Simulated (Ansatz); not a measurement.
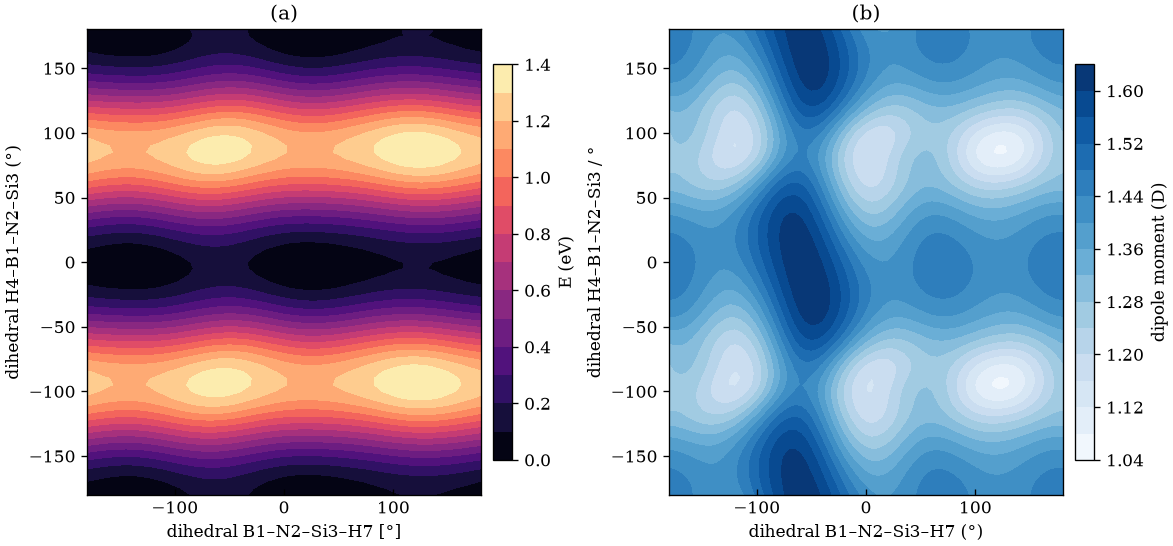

BH5NSi, SMILES BN[SiH2], spin multiplicity 2. Coordinates scanned: (1) dihedral B1–N2–Si3–H7; (2) dihedral H4–B1–N2–Si3. Nothing is relaxed (all other coordinates rigid). The scan uses an 18 × 18 grid. Energies are in eV, from the relaxed molecule at the same level. Level of theory: Ansatz, UKS BHLYP-D4/def2-SVP.

Panel (a) is the energy and panel (b) the computed dipole moment on the same grid.

The picture shows filled contours. Between grid points the surface is interpolated.

How does the dipole moment vary over the map, and what is it at the lowest grid point?

Answer. Leaving out the highest fifth of the energies, it runs from 1.17 D at dihedral B1–N2–Si3–H7 = −120°, dihedral H4–B1–N2–Si3 = 100° to 1.63 D at dihedral B1–N2–Si3–H7 = −60°, dihedral H4–B1–N2–Si3 = 0°. At the lowest grid point, dihedral B1–N2–Si3–H7 = 20°, dihedral H4–B1–N2–Si3 = 0°, it is 1.40 D.
